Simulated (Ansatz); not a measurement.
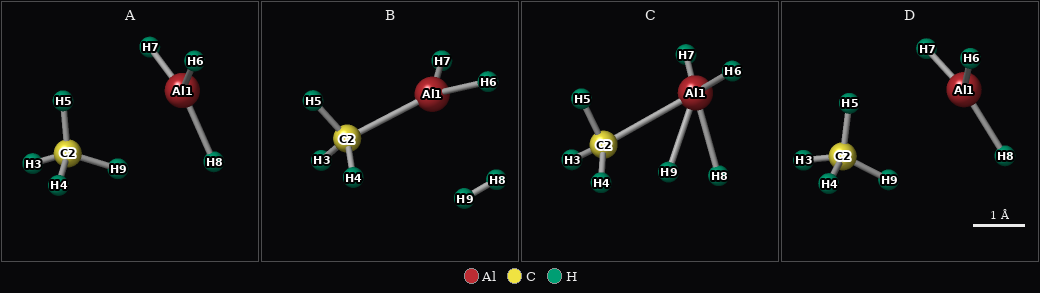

4 geometries from a converged minimum-energy path of CH$_{7}$Al, made up at the start of CH5Al and H2, shuffled. Style: ball-and-stick. Shown at a tilt.

Computed with Ansatz, RKS PBE0/cc-pVDZ. Settings: 5 movable images; climbing image; force threshold 0.03 eV/Å; iteration limit 60; starting path through a guess of the saddle point.

**Which frame is the transition state?**

C. In order along the path, whose images run from 0 to 6: B (image 0, 0.0 kJ/mol), C (image 3, +98.3 kJ/mol), A (image 5, −28.5 kJ/mol), D (image 6, −34.9 kJ/mol). Breaking: Al1–C2 (1.97 → 2.16 at the top → 2.84 Å), H8–H9 (0.77 → 1.06 at the top → 2.45 Å). Forming: Al1–H8 (2.27 → 1.76 at the top → 1.60 Å), C2–H9 (2.83 → 1.49 at the top → 1.11 Å).

Limits of the set-up: the start holds two separate molecules, 2.3 Å apart at their closest, whose relative position is a soft coordinate and is computed without a dispersion correction.

The run took 54 s on 1 thread of Intel(R) Xeon(R) 6975P-C (Granite Rapids), with other jobs on the host, peak memory 0.14 GiB.
